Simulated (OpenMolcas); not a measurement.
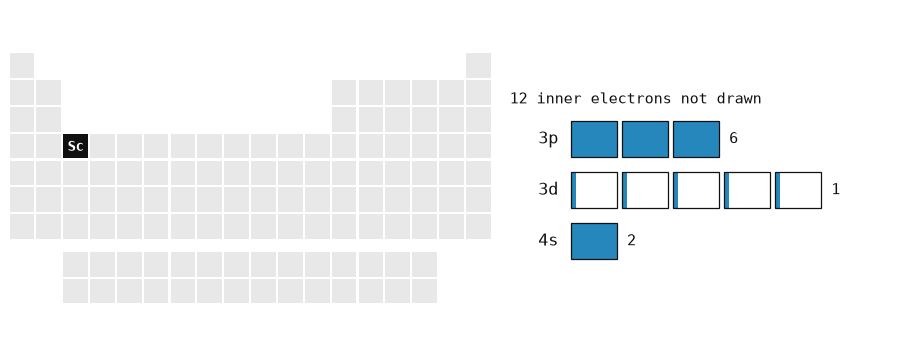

**Figure 1.** Left, the place of scandium in the periodic table; right, the outer shells of the leading configuration of the lowest level: a box for each of the 2l + 1 orbitals, shaded by the share of the shell that is filled, with the electron count at the right.

# Run report: Sc, multiconfigurational calculation (part 1 of 2)

Sc. Computed at this level: state-averaged CASSCF, active space 3 electrons in the shells 3d 4s, basis ANO-L-VQZP, non-relativistic scalar Hamiltonian, spin-orbit coupling by RASSI with atomic mean-field integrals (OpenMolcas).

**Summary**

- outcome: converged
- lowest level: 3d 4s² ²D₃/₂
- first excited level: 3d 4s² ²D₅/₂, 96 cm⁻¹ (measured: 168)
- energy of the lowest spin-free term: −759.69569 hartree
- energy of the lowest spin-orbit level: −759.69596 hartree
- largest spread among components of a term: 0.0 cm⁻¹
- hardware: 1 thread of Intel Xeon (Sapphire Rapids), 360 GiB of memory available, shared host
- wall time: 41 s

**Notes**

Against measured levels the run misses widely: 3d2 4s1 4F J = 3/2 comes out at 2,031 cm⁻¹ where 11,520 cm⁻¹ is measured. Without dynamic correlation the gaps between configurations can be off by an electronvolt or more. Caveats: single d shell misplaces d against s configurations; only configurations of the active space are included; spin-free states above about 40,000 cm⁻¹ are left out of the spin-orbit step.

**Input**
```
&GATEWAY
Coord
1

Sc 0.0 0.0 0.0
Basis=ANO-L-VQZP
Group=XYZ
NoMove
AngMom=0.0 0.0 0.0
AMFI
&SEWARD
&RASSCF
FileOrb=start.orb
Symmetry=1
Spin=4
nActEl=3 0 0
Inactive=3 6
Ras2=6 0
CIRoot=20 20 1
SDav=20
CIMx=300
Iter=120 100
PrWF=0.3
OrbListing=Nothing
MaxOrb=0
Atom
>>> COPY $Project.JobIph JOB001
&RASSCF
FileOrb=start.orb
Symmetry=1
Spin=2
nActEl=3 0 0
Inactive=3 6
Ras2=6 0
CIRoot=55 55 1
SDav=70
CIMx=300
Iter=120 100
PrWF=0.3
OrbListing=Nothing
MaxOrb=0
Atom
>>> COPY $Project.JobIph JOB002
&RASSI
NrOfJobIphs=2 20 55
1 2 3 4 5 6 7 8 9 10 11 12 13 14 15 16 17 18 19 20
1 2 3 4 5 6 7 8 9 10 11 12 13 14 15 16 17 18 19 20 21 22 23 24 25 26 27
28 29 30 31 32 33 34 35 36 37 38 39 40 41 42 43 44 45 46 47 48 49 50 51
52 53 54 55
IphNames
JOB001
JOB002
EJob
SpinOrbit
DIPRint=1.0
SOCoupling=1000.0
Subsets=2
MEES
Property=10
'ANGMOM' 1 'ANGMOM' 2 'ANGMOM' 3 'MLTPL  1' 1 'MLTPL  1' 2 'MLTPL  1' 3
'AMFI' 1 'AMFI' 2 'AMFI' 3 'MLTPL  2' 6
SOProperty=3
'ANGMOM' 1 'ANGMOM' 2 'ANGMOM' 3
```

The file start.orb holds starting orbitals from an earlier step. A driver script formed the levels outside the program, from RASSI's spin-orbit matrix and the active-space energies, averaged over the components of each term or state.

Command:
```bash
OMP_NUM_THREADS=1 MOLCAS_MEM=2252 MOLCAS_PROJECT=a pymolcas a.inp > a.log  # once for each step of the input, in one work folder
```

**Output (extracts)**
```
--- SEWARD ---
Basis set label: SC.ANO-L...7S6P4D3F2G.

      Electronic valence basis set:
      ------------------
      Associated Effective Charge  21.000000 au
      Associated Actual Charge     21.000000 au
      Nuclear Model: Point charge

      Shell  nPrim  nBasis  Cartesian Spherical Contaminant
         s      21       7        X
         p      15       6        X
         d      10       4                 X
         f       6       3                 X
         g       4       2                 X
                  Atomic mean-field integrals
--- RASSCF ---
Wave function specifications:
      -----------------------------

      Number of closed shell electrons          18
      Number of electrons in active shells       3
      Max number of holes in RAS1 space          0
      Max nr of electrons in RAS3 space          0
      Number of inactive orbitals                9
      Number of active orbitals                  6
      Number of secondary orbitals              69
      Spin quantum number                      1.5
      State symmetry                             1
Orbital specifications:
      -----------------------

      Symmetry species                           1   2
                                                ag  au
      Frozen orbitals                            0   0
      Inactive orbitals                          3   6
      Active orbitals                            6   0
      RAS1 orbitals                              0   0
      RAS2 orbitals                              6   0
      RAS3 orbitals                              0   0
      Secondary orbitals                        36  33
      Deleted orbitals                           0   0
      Number of basis functions                 45  39
      Number of CSFs                            20
      Number of root(s) required                20
      Iter CI   SX   CI       RASSCF       Energy    max ROT     max BLB   max BLB  Level Ln srch  Step   QN
          iter iter root      energy       change     param      element    value   shift minimum  type update
 Nr of preliminary CI iterations:   1
        1   1    3    0  -759.61651453    0.00E+00  -3.71E-07    5   7 2 -1.37E-06   0.32   0.00    SX    NO
        2   1    3    0  -759.61651453   -3.52E-12  -3.87E-07    5  13 2  1.91E-07   0.32   0.00    SX    NO
        3   1    2    0  -759.61651453    4.55E-13   1.28E-07    5   7 2 -1.16E-07   0.32   0.00    SX    NO
        4   1    2    0  -759.61651453   -1.14E-12   9.26E-08    3  12 1 -3.64E-08   0.32   0.00    SX    NO
      Convergence after  4 iterations
        5   1    2    0  -759.61651453    2.27E-13   9.26E-08    3  12 1  3.65E-08   0.32   0.00    SX    NO
      Natural orbitals and occupation numbers for root  1
      sym 1:   0.798992   0.201008   0.000000   0.201008   0.798992   1.000000
      Natural orbitals and occupation numbers for root  2
      sym 1:   0.811364   0.188636  -0.000000   0.188636   0.811364   1.000000
      Natural orbitals and occupation numbers for root  3
      sym 1:   0.054659   0.945341   0.945341   0.054659   0.000000   1.000000
::    RASSCF root number  1 Total energy:   -759.68630612
::    RASSCF root number  2 Total energy:   -759.68630612
::    RASSCF root number  3 Total energy:   -759.68630612
::    RASSCF root number  4 Total energy:   -759.68630612
::    RASSCF root number  5 Total energy:   -759.68630612
::    RASSCF root number  6 Total energy:   -759.68630612
::    RASSCF root number  7 Total energy:   -759.68630612
::    RASSCF root number  8 Total energy:   -759.65320892
::    RASSCF root number  9 Total energy:   -759.65320892
::    RASSCF root number 10 Total energy:   -759.65320892
::    RASSCF root number 11 Total energy:   -759.56658126
::    RASSCF root number 12 Total energy:   -759.56658126
::    RASSCF root number 13 Total energy:   -759.56658126
::    RASSCF root number 14 Total energy:   -759.56658126
::    RASSCF root number 15 Total energy:   -759.56658126
::    RASSCF root number 16 Total energy:   -759.56658126
::    RASSCF root number 17 Total energy:   -759.56658126
::    RASSCF root number 18 Total energy:   -759.53348406
::    RASSCF root number 19 Total energy:   -759.53348406
::    RASSCF root number 20 Total energy:   -759.53348406
--- RASSCF ---
Wave function specifications:
      -----------------------------

      Number of closed shell electrons          18
      Number of electrons in active shells       3
      Max number of holes in RAS1 space          0
      Max nr of electrons in RAS3 space          0
      Number of inactive orbitals                9
      Number of active orbitals                  6
      Number of secondary orbitals              69
      Spin quantum number                      0.5
      State symmetry                             1
Orbital specifications:
      -----------------------

      Symmetry species                           1   2
                                                ag  au
      Frozen orbitals                            0   0
      Inactive orbitals                          3   6
      Active orbitals                            6   0
      RAS1 orbitals                              0   0
      RAS2 orbitals                              6   0
      RAS3 orbitals                              0   0
      Secondary orbitals                        36  33
      Deleted orbitals                           0   0
      Number of basis functions                 45  39
      Number of CSFs                            70
      Number of root(s) required                55
      Iter CI   SX   CI       RASSCF       Energy    max ROT     max BLB   max BLB  Level Ln srch  Step   QN
          iter iter root      energy       change     param      element    value   shift minimum  type update
 Nr of preliminary CI iterations:   1
        1   1   10    0  -759.58998670    0.00E+00  -4.79E-03    3  10 1 -7.43E-03*  0.32   0.00    SX    NO
        2   1    9    0  -759.59023465   -2.48E-04* -4.61E-03    6   9 2  1.28E-03*  0.32   0.00    SX    NO
        3   1    9    0  -759.59029173   -5.71E-05* -1.87E-03    6   9 2  1.39E-03*  0.32   0.00    SX    NO
        4   1    7    0  -759.59030844   -1.67E-05*  1.23E-03    6   9 2  5.34E-04*  0.32   0.00    SX    NO
        5   1    7    0  -759.59031385   -5.41E-06* -1.69E-03    6   9 2  3.43E-04*  0.32   2.38    LS   YES
        6   1    7    0  -759.59031651   -2.67E-06*  5.85E-04    3  12 1 -2.16E-04*  0.32   0.99    QN   YES
        7   1    7    0  -759.59031672   -2.14E-07*  3.46E-04    6   9 2 -8.01E-05   0.32   1.06    QN   YES
        8   1    6    0  -759.59031677   -4.52E-08*  1.76E-04    6   9 2 -3.10E-05   0.32   1.51    QN   YES
        9   1    5    0  -759.59031678   -6.47E-09   5.32E-06    3   9 1 -3.02E-06   0.32   1.02    QN   YES
      Convergence after  9 iterations
       10   1    5    0  -759.59031678   -5.20E-11   5.32E-06    6  15 2  4.58E-07   0.32   1.02    QN   YES
      Natural orbitals and occupation numbers for root  1
      sym 1:   0.063443   0.004052   0.953301   0.057099   0.057199   1.864905
      Natural orbitals and occupation numbers for root  2
      sym 1:   0.034610   0.071380   0.072238   0.011502   0.937814   1.872455
      Natural orbitals and occupation numbers for root  3
      sym 1:   0.063802   0.060690   0.004306   0.952594   0.053355   1.865254
::    RASSCF root number  1 Total energy:   -759.69569349
::    RASSCF root number  2 Total energy:   -759.69569349
::    RASSCF root number  3 Total energy:   -759.69569349
::    RASSCF root number  4 Total energy:   -759.69569349
::    RASSCF root number  5 Total energy:   -759.69569349
::    RASSCF root number  6 Total energy:   -759.64417937
::    RASSCF root number  7 Total energy:   -759.64417937
::    RASSCF root number  8 Total energy:   -759.64417937
::    RASSCF root number  9 Total energy:   -759.64417937
::    RASSCF root number 10 Total energy:   -759.64417937
::    RASSCF root number 11 Total energy:   -759.64417937
::    RASSCF root number 12 Total energy:   -759.64417937
::    RASSCF root number 13 Total energy:   -759.64106519
::    RASSCF root number 14 Total energy:   -759.64106519
::    RASSCF root number 15 Total energy:   -759.64106519
::    RASSCF root number 16 Total energy:   -759.64106519
::    RASSCF root number 17 Total energy:   -759.64106519
::    RASSCF root number 18 Total energy:   -759.63158119
::    RASSCF root number 19 Total energy:   -759.63158119
::    RASSCF root number 20 Total energy:   -759.63158119
::    RASSCF root number 21 Total energy:   -759.63158119
::    RASSCF root number 22 Total energy:   -759.63158119
::    RASSCF root number 23 Total energy:   -759.63158119
::    RASSCF root number 24 Total energy:   -759.63158119
::    RASSCF root number 25 Total energy:   -759.63158119
::    RASSCF root number 26 Total energy:   -759.63158119
::    RASSCF root number 27 Total energy:   -759.62129251
::    RASSCF root number 28 Total energy:   -759.62129251
::    RASSCF root number 29 Total energy:   -759.62129251
::    RASSCF root number 30 Total energy:   -759.57015086
```

(Continued in part 2.)
